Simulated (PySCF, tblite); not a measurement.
**C4H11ClO2SSi: geometry, infrared bands and NMR shifts**

Aim: predict the infrared bands and NMR shifts of C4H11ClO2SSi (`C[Si](C)(C)CS(=O)(=O)Cl`).

Programs: tblite 0.8.0 and PySCF 2.14.0, with density-fitted response routines of our own. Each step states its level of theory. These are calculated values for one molecule in the gas phase, unless marked as measured. Atoms count from 0, in the outputs and in this text.

## Step 1: The molecule as given

20 atoms, charge 0, multiplicity 1; geometry from: force field or distance geometry start.

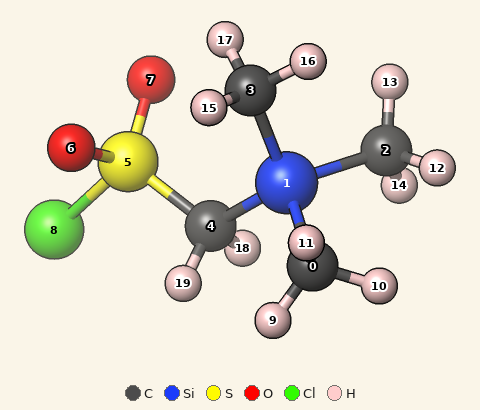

The starting geometry (carbon dark grey, silicon blue, sulfur yellow, oxygen red, chlorine green, hydrogen pink), atoms numbered.

## Step 2: Geometry optimisation with GFN2-xTB

Job settings and geometry (Å):

```
{"job": {"kind": "relax", "xc": "GFN2-xTB", "basis": "xTB"}, "charge": 0, "multiplicity": 1}
C     -1.425800     1.616900     0.394000
Si    -0.480400     0.069700    -0.018200
C     -1.542200    -0.904600    -1.187800
C     -0.385300    -0.953600     1.531100
C      1.128400     0.581500    -0.710200
S      2.532600    -0.313500    -0.190600
O      2.799400    -0.026700     1.279400
O      2.466300    -1.773500    -0.369400
Cl     4.182300     0.517300    -1.170000
H     -0.797500     2.501800     0.238600
H     -2.313600     1.706200    -0.302200
H     -1.815900     1.596000     1.449300
H     -2.602500    -0.562100    -1.022800
H     -1.522800    -1.986100    -0.952500
H     -1.307400    -0.686300    -2.251200
H     -0.176900    -0.342000     2.431200
H     -1.410600    -1.410000     1.672500
H      0.282200    -1.848900     1.429200
H      1.091200     0.566600    -1.826600
H      1.293200     1.662000    -0.426800
```

Run with:

```bash
$ OMP_NUM_THREADS=1 python probes_run.py task.json out
```

This one command runs all jobs of the session in turn.

Standard output:

```text
step      E/eV     max force
  0    -864.94054    5.686
  1    -865.60876    1.946
  2    -865.70590    0.912
  3    -865.77955    0.923
  4    -865.85535    0.567
  5    -865.91487    0.485
  6    -865.93571    0.289
  7    -865.95383    0.323
  8    -865.97057    0.343
  9    -865.98341    0.256
 10    -865.99097    0.196
 11    -865.99628    0.178
 12    -866.00176    0.198
 13    -866.00868    0.262
 14    -866.01736    0.257
 15    -866.02733    0.287
 16    -866.03844    0.272
 17    -866.05157    0.456
 18    -866.06704    0.513
 19    -866.08220    0.348
 20    -866.09313    0.254
 21    -866.09943    0.220
 22    -866.10392    0.228
 23    -866.10819    0.192
 24    -866.11167    0.158
 25    -866.11385    0.112
 26    -866.11517    0.095
 27    -866.11616    0.097
 28    -866.11715    0.083
 29    -866.11842    0.104
 30    -866.12005    0.140
 31    -866.12178    0.134
 32    -866.12318    0.075
 33    -866.12422    0.083
 34    -866.12516    0.079
 35    -866.12623    0.088
 36    -866.12735    0.085
 37    -866.12841    0.096
 38    -866.12963    0.100
 39    -866.13132    0.121
 40    -866.13352    0.146
 41    -866.13583    0.123
 42    -866.13792    0.100
 43    -866.13973    0.100
 44    -866.14150    0.135
 45    -866.14323    0.117
 46    -866.14461    0.073
 47    -866.14577    0.084
 48    -866.14707    0.105
 49    -866.14851    0.147
 50    -866.14937    0.104
 51    -866.15053    0.067
 52    -866.15118    0.060
 53    -866.15227    0.096
 54    -866.15349    0.125
 55    -866.15575    0.134
 56    -866.15828    0.142
 57    -866.16157    0.114
 58    -866.16417    0.103
 59    -866.16591    0.125
 60    -866.16752    0.151
 61    -866.16967    0.117
 62    -866.17369    0.098
 63    -866.17640    0.113
 64    -866.17883    0.124
 65    -866.18037    0.102
 66    -866.18167    0.085
 67    -866.18269    0.088
 68    -866.18354    0.085
 69    -866.18437    0.074
 70    -866.18531    0.080
 71    -866.18656    0.101
 72    -866.18781    0.097
 73    -866.18868    0.059
 74    -866.18921    0.044
 75    -866.18968    0.086
 76    -866.19042    0.098
 77    -866.19174    0.093
 78    -866.19371    0.094
 79    -866.19495    0.103
 80    -866.19731    0.165
 81    -866.20006    0.275
 82    -866.19827    0.356
 83    -866.20553    0.123
 84    -866.20708    0.073
 85    -866.20877    0.086
 86    -866.20951    0.072
 87    -866.21168    0.082
 88    -866.21355    0.080
 89    -866.21474    0.106
 90    -866.21518    0.060
 91    -866.21577    0.042
 92    -866.21604    0.037
 93    -866.21648    0.053
 94    -866.21685    0.052
 95    -866.21741    0.047
 96    -866.21784    0.049
 97    -866.21828    0.045
 98    -866.21873    0.051
 99    -866.21937    0.060
100    -866.22021    0.063
101    -866.22124    0.062
102    -866.22239    0.067
103    -866.22379    0.099
104    -866.22560    0.108
105    -866.22762    0.107
106    -866.22872    0.106
107    -866.22987    0.084
108    -866.23068    0.065
109    -866.23112    0.062
110    -866.23147    0.045
111    -866.23172    0.066
112    -866.23195    0.029
113    -866.23216    0.034
114    -866.23261    0.057
115    -866.23294    0.048
116    -866.23329    0.041
117    -866.23351    0.042
118    -866.23368    0.027
119    -866.23381    0.029
120    -866.23392    0.025
121    -866.23404    0.027
122    -866.23417    0.031
123    -866.23434    0.028
124    -866.23453    0.028
125    -866.23473    0.032
126    -866.23496    0.031
127    -866.23519    0.030
128    -866.23535    0.020
129    -866.23543    0.017
130    -866.23548    0.014
131    -866.23553    0.015
132    -866.23559    0.014
133    -866.23565    0.012
134    -866.23568    0.010
135    -866.23570    0.010
```

It took 1.3 s on 1 thread of Arm Neoverse V2, shared host; peak memory 0.18 GiB.

Along the way: (not every step is listed)

```
step  energy from step 0 (eV)  largest force (eV/Å)
   0                   0.0000                5.6858
   1                  -0.6682                1.9465
   2                  -0.7654                0.9116
   3                  -0.8390                0.9231
   4                  -0.9148                0.5669
   5                  -0.9743                0.4846
   6                  -0.9952                0.2895
   7                  -1.0133                0.3226
   8                  -1.0300                0.3427
  20                  -1.1526                0.2536
  32                  -1.1826                0.0755
  44                  -1.2010                0.1351
  56                  -1.2177                0.1416
  68                  -1.2430                0.0850
  80                  -1.2568                0.1649
  92                  -1.2755                0.0367
 104                  -1.2851                0.1081
 116                  -1.2927                0.0411
 128                  -1.2948                0.0199
 130                  -1.2949                0.0141
 131                  -1.2950                0.0154
 132                  -1.2950                0.0145
 133                  -1.2951                0.0124
 134                  -1.2951                0.0103
 135                  -1.2952                0.0101
```

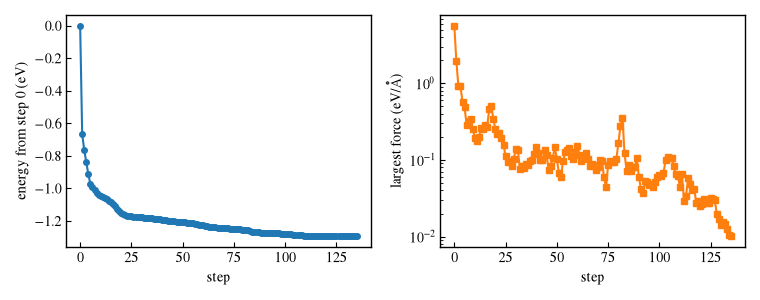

Energy and largest force along the relaxation.

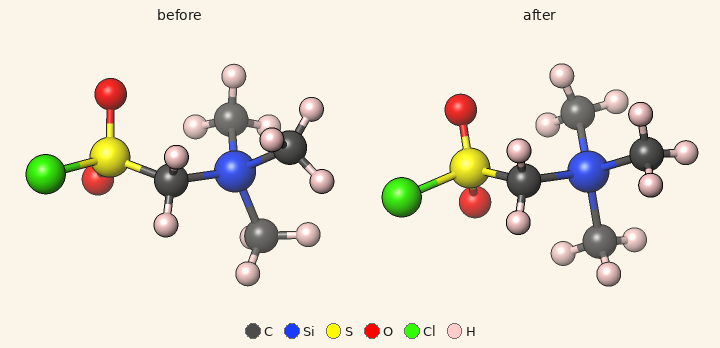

Before and after, at one scale.

Close pairs (by a distance rule), those that changed most:

```
  bond  before (Å)  after (Å)  change (Å)
Si1–C4       1.825      1.922      +0.097
 S5–O6       1.521      1.426      -0.095
C4–H19       1.129      1.081      -0.049
C0–Si1       1.859      1.907      +0.048
Si1–C2       1.856      1.903      +0.047
C0–H10       1.132      1.085      -0.047
 S5–O7       1.472      1.428      -0.044
C3–H16       1.131      1.087      -0.044
```

The end geometry stands in the next job.

## Step 3: Infrared spectrum with GFN2-xTB

Job settings and geometry (Å):

```
{"job": {"kind": "ir", "xc": "GFN2-xTB", "basis": "xTB"}, "charge": 0, "multiplicity": 1}
C     -1.606995     1.692981     0.351712
Si    -0.551835     0.127230     0.083897
C     -1.303679    -1.009741    -1.243979
C     -0.250453    -0.761294     1.731356
C      1.097996     0.781021    -0.653259
S      2.209106    -0.515797    -0.237551
O      2.667134    -0.392978     1.107525
O      1.720619    -1.782156    -0.681161
Cl     3.830596    -0.105728    -1.417249
H     -1.191944     2.342046     1.116211
H     -1.707533     2.277982    -0.556745
H     -2.604811     1.414737     0.669215
H     -2.224114    -1.469099    -0.896193
H     -0.608273    -1.806745    -1.493134
H     -1.537272    -0.469190    -2.158163
H      0.384969    -0.177477     2.392177
H     -1.178445    -0.968406     2.258367
H      0.257419    -1.705248     1.558004
H      1.095988     0.859804    -1.731258
H      1.496378     1.678737    -0.202807
```

Standard output:

```text
mode    cm-1     km/mol
  1      50.3      0.69
  2      66.7      1.26
  3     109.7      2.34
  4     117.3      0.18
  5     126.5      0.15
  6     147.2      0.53
  7     148.9      0.73
  8     153.2      0.81
  9     170.5      0.90
 10     190.2      3.93
 11     191.2      7.19
 12     228.1     28.07
 13     273.7      0.66
 14     311.8     12.57
 15     330.4     13.98
 16     468.7     82.57
 17     510.8    282.24
 18     620.9     20.13
 19     692.8     15.07
 20     706.4     41.21
 21     745.5     34.60
 22     754.9     23.13
 23     764.0     81.44
 24     771.3     19.50
 25     799.1      0.82
 26     800.3     27.72
 27     854.5    208.21
 28     858.1    198.09
 29     874.1    296.52
 30     960.1     31.16
 31    1072.9    145.02
 32    1136.9    284.66
 33    1284.9    401.51
 34    1364.1     30.98
 35    1369.7     34.36
 36    1376.0     15.33
 37    1392.7      8.96
 38    1455.4      1.27
 39    1458.5      1.48
 40    1461.7      4.05
 41    1467.1      2.05
 42    1477.1      1.78
 43    1486.9      0.82
 44    3025.3     11.67
 45    3033.0     14.94
 46    3036.7      3.79
 47    3042.3     10.31
 48    3046.8     18.73
 49    3047.7     15.25
 50    3049.3     12.86
 51    3054.2      9.86
 52    3057.1      4.77
 53    3073.2      6.02
 54    3074.4     27.49
```

Wall time 0.98 s (1 thread of Arm Neoverse V2, shared host); peak memory 0.18 GiB.

Which atoms move in the most intense modes:

```
cm⁻¹  km/mol                                   atoms
 469    82.6      O7 33 %, O6 31 %, S5 19 %, C4 14 %
 511   282.2               S5 62 %, O7 11 %, O6 11 %
 854   208.2             Si1 25 %, H9 14 %, H15 14 %
 858   198.1  Si1 24 %, H14 14 %, H17 13 %, H13 11 %
 874   296.5  Si1 16 %, H11 15 %, H16 14 %, H12 12 %
1073   145.0             H19 36 %, H18 35 %, C4 27 %
1137   284.7               O7 38 %, O6 34 %, S5 25 %
1285   401.5               S5 44 %, O6 29 %, O7 26 %
```

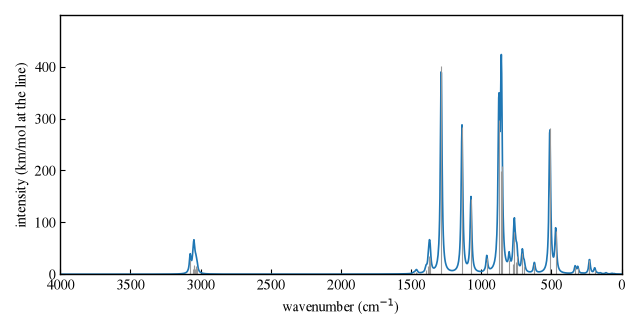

The infrared spectrum from these modes, unscaled. Lines are broadened to a width of 14 cm⁻¹ (Lorentzian).

## Step 4: Shielding tensors: PBE0/pcSseg-1

Same as in step 3 but for these lines:

```diff
@@ -1,2 +1,2 @@
-{"job": {"kind": "ir", "xc": "GFN2-xTB", "basis": "xTB"}, "charge": 0, "multiplicity": 1}
+{"job": {"kind": "nmr", "xc": "PBE0", "basis": "pcSseg-1"}, "charge": 0, "multiplicity": 1}
 C     -1.606995     1.692981     0.351712
```

Method: GIAO PBE0/pcSseg-1 NMR shielding, non-relativistic, gas phase.

Standard output:

```text
coarse grid: 18208 points
cycle   1  E = -1456.1502019684  dE =  1.674e+00  |g| = 1.226e+00  |ddm| = 4.199e+00
cycle   2  E = -1455.4785680045  dE =  6.716e-01  |g| = 2.268e+00  |ddm| = 2.780e+00
cycle   3  E = -1456.4265425840  dE = -9.480e-01  |g| = 2.528e-01  |ddm| = 2.033e+00
cycle   4  E = -1456.4408494459  dE = -1.431e-02  |g| = 7.235e-02  |ddm| = 2.940e-01
cycle   5  E = -1456.4418950097  dE = -1.046e-03  |g| = 2.086e-02  |ddm| = 7.300e-02
cycle   6  E = -1456.4419867525  dE = -9.174e-05  |g| = 6.650e-03  |ddm| = 2.525e-02
cycle   7  E = -1456.4419942651  dE = -7.513e-06  |g| = 3.039e-03  |ddm| = 7.425e-03
final grid: 161760 points
cycle   8  E = -1456.5160844167  dE = -3.213e-05  |g| = 1.441e-02  |ddm| = 2.981e-02
cycle   9  E = -1456.5160257340  dE =  5.868e-05  |g| = 2.240e-02  |ddm| = 3.046e-02
cycle  10  E = -1456.5161256366  dE = -9.990e-05  |g| = 3.722e-03  |ddm| = 2.019e-02
cycle  11  E = -1456.5161283126  dE = -2.676e-06  |g| = 4.311e-04  |ddm| = 2.984e-03
cycle  12  E = -1456.5161283339  dE = -2.133e-08  |g| = 3.139e-04  |ddm| = 6.335e-04
cycle  13  E = -1456.5161283520  dE = -1.803e-08  |g| = 4.178e-05  |ddm| = 2.551e-04
cycle  14  E = -1456.5161283523  dE = -2.974e-10  |g| = 1.892e-05  |ddm| = 5.600e-05
converged SCF energy = -1456.5161283523

GIAO shielding tensors (ppm)
atom      isotropic    diamagn.    paramagn.     s11        s22        s33       span
  0 C      187.323     254.782     -67.460    182.252    186.094    193.622     11.369
  1 Si     349.710     882.812    -533.103    323.332    352.935    372.862     49.530
  2 C      186.559     255.735     -69.176    181.563    183.851    194.261     12.698
  3 C      185.305     257.219     -71.913    179.290    188.065    188.560      9.270
  4 C      120.974     265.835    -144.861     77.681    110.177    175.063     97.382
  5 S      165.013    1050.382    -885.369     18.731    135.453    340.854    322.123
  6 O       18.988     399.329    -380.341    -45.139     14.353     87.750    132.889
  7 O       22.178     402.490    -380.312    -40.201      1.046    105.688    145.890
  8 Cl     319.755    1143.839    -824.085    -34.696    -13.603   1007.564   1042.260
  9 H       31.638      31.869      -0.231     26.978     29.313     38.624     11.646
 10 H       31.673      31.650       0.023     27.117     29.219     38.683     11.565
 11 H       31.620      30.977       0.643     27.087     28.760     39.013     11.926
 12 H       31.606      31.368       0.238     27.094     28.487     39.238     12.144
 13 H       30.563      32.630      -2.067     24.630     30.237     36.823     12.192
 14 H       31.686      31.902      -0.216     27.706     28.606     38.746     11.039
 15 H       31.121      32.994      -1.873     26.372     29.671     37.321     10.949
 16 H       31.520      31.656      -0.137     26.760     28.379     39.421     12.661
 17 H       31.012      33.274      -2.263     26.082     30.433     36.519     10.436
 18 H       28.531      33.919      -5.388     25.169     29.512     30.912      5.743
 19 H       28.454      33.992      -5.538     24.790     29.021     31.551      6.761
```

Wall time 60 s (1 thread of Arm Neoverse V2, shared host); peak memory 1.1 GiB.

The references, computed at this level on geometries of the same kind, shield at (ppm): 1H TMS 31.72, 13C TMS 186.9, 29Si TMS 349.2, 17O H2O 336.1, 33S CS2 504, 35Cl HCl 950. Their shielding less the atom's gives the shift. The references are single molecules in the gas phase, so shifts against H2O, NH3, PH3, H3PO4 or CFCl3 are not on the usual liquid scales and can be off by tens of ppm. Atoms listed in one row are averaged.

```
                            atoms                                environment  σ (ppm)  δ (ppm)  δ scaled to CDCl3
                               C4                 sp3 CH2 bonded to S and Si    121.0     66.0               58.0
                       C0, C2, C3                 methyl carbon bonded to Si    186.4      0.5               -1.4
                         H18, H19  hydrogen on an sp3 CH2 bonded to S and Si    28.49     3.22               3.15
H9, H10, H11, H12, H13 and 4 more   hydrogen on a methyl carbon bonded to Si    31.38     0.33               0.42
                              Si1                      silicon bonded to 4 C    349.7     -0.6                  –
                               S5                            sulfonyl sulfur      165      339                  –
                           O6, O7                                 S=O oxygen     20.6    315.5                  –
                              Cl8                       chlorine bonded to S      320      630                  –
```

The scaled column applies a straight-line fit of computed shieldings to shifts measured in CDCl3, with any fitted terms for Cl, Br or S neighbours (root-mean-square error 0.16 ppm for H, 1.9 ppm for C).

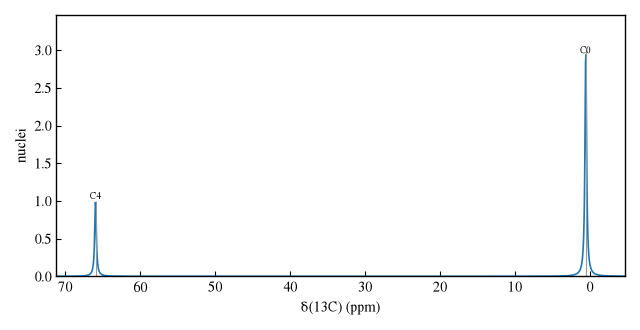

13C lines at the computed shifts, without couplings. Lines are broadened to a width of 0.26 ppm (Lorentzian).

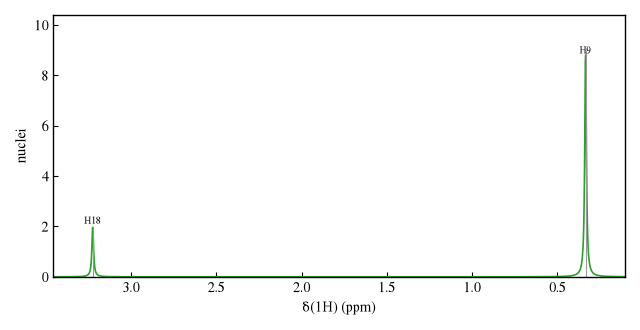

1H lines at the computed shifts, without couplings. Lines are broadened to a width of 0.01 ppm (Lorentzian).

The run also stored atomic charges by several schemes (e):

```
     atoms  Mulliken    IAO  Hirshfeld  ESP fit
C0, C2, C3     -0.61  -0.72      -0.22    -0.80
       Si1      0.90   1.07       0.41     1.14
        C4     -0.60  -0.75      -0.16    -0.80
        S5      0.90   1.99       0.52     0.76
    O6, O7     -0.47  -0.84      -0.26    -0.40
       Cl8     -0.15  -0.29      -0.09    -0.12
```

ESP fit charges:

C0 -0.78; Si1 1.14; C2 -0.75; C3 -0.85; C4 -0.80; S5 0.76; O6 -0.40; O7 -0.41; Cl8 -0.12; H9 0.18; H10 0.18; H11 0.17; H12 0.16; H13 0.19; H14 0.16; H15 0.21; H16 0.19; H17 0.22; H18 0.26; H19 0.27

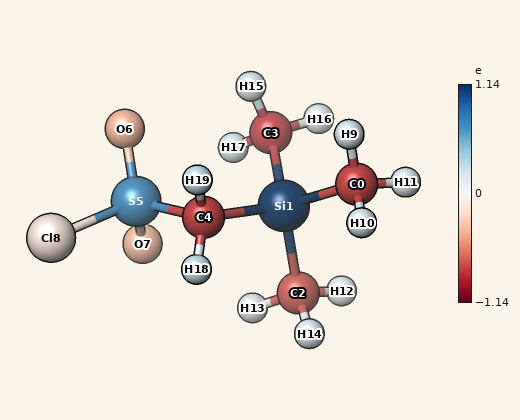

ESP fit charges, as colours on the atoms.

Mayer bond orders: C0–Si1 0.98, Si1–C2 1.01, Si1–C3 1.02, Si1–C4 0.73, C4–S5 0.94, S5–O6 1.76, S5–O7 1.72, S5–Cl8 0.83.

Orbitals, density, ELF and potential are computed afterwards from the orbital file.

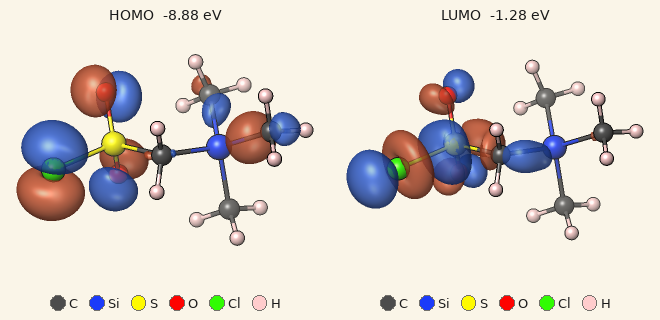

PBE0/pcSseg-1 orbitals near the gap, drawn at the value that encloses 70 % of each; the two colours are the two signs.

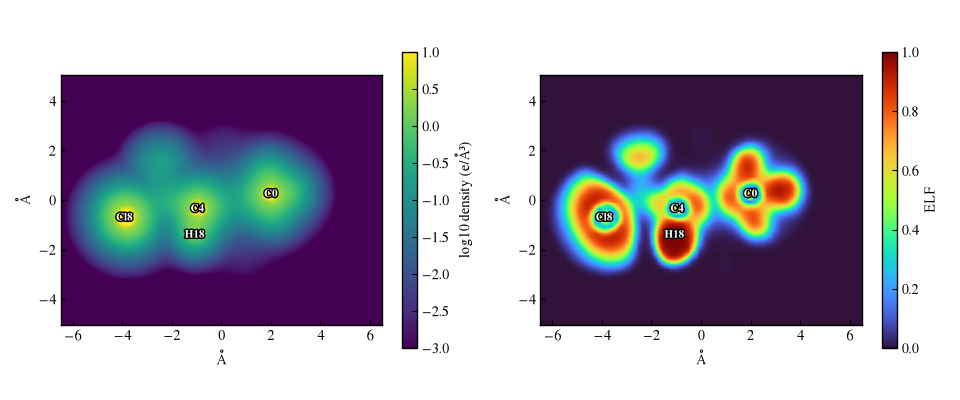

Density (left) and ELF (right) in a plane through or near 4 of the atoms.

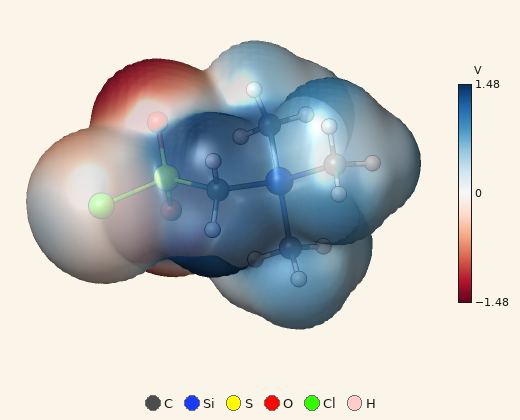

Electrostatic potential on the surface of density 0.002 e/bohr³; red is low, blue high. It runs, from the 1st to the 99th percentile, from -1.34 V near O6 to 1.48 V near H18.

## Step 5: Outcome

| quantity | value |
| --- | --- |
| strongest single infrared mode (GFN2-xTB) | 1285 cm⁻¹, 402 km/mol |
| zero-point energy (GFN2-xTB) | 93.1 kcal/mol |
| 13C shifts against TMS (PBE0/pcSseg-1, means over atoms taken as alike) | 66.0, 0.5 ppm |
| 1H shifts against TMS (PBE0/pcSseg-1, means over atoms taken as alike) | 3.22, 0.33 ppm |
| 29Si shifts against TMS (PBE0/pcSseg-1) | -0.6 ppm |
| 33S shifts against CS2 (PBE0/pcSseg-1) | 339 ppm |
| 17O shifts against H2O (PBE0/pcSseg-1, means over atoms taken as alike) | 315.5 ppm |
| 35Cl shifts against HCl (PBE0/pcSseg-1) | 630 ppm |
| surface potential, 1st and 99th percentile | -1.34 V and 1.48 V |

**Reading.** Over 135 steps the energy fell by 1.295 eV; of the close pairs, Si1–C4 changed most, 1.825 to 1.922 Å. No mode is imaginary among the 54: a minimum at this level. The strongest single mode, at 1285 cm⁻¹, has its largest shares on S5, O6 and O7 (the list is cut at 3 atoms). Unscaled tight-binding wavenumbers are off by several per cent, some by more. Its intensities can rank the bands wrongly. At PBE0/pcSseg-1: The widest tensor belongs to Cl8: span 1042 ppm, with a paramagnetic part of -824 ppm. By nearest atom (PBE0/pcSseg-1), the HOMO sits on Cl8 38 %; O6, O7 about 20 % each and the LUMO on Cl8 36 %; S5 31 %.
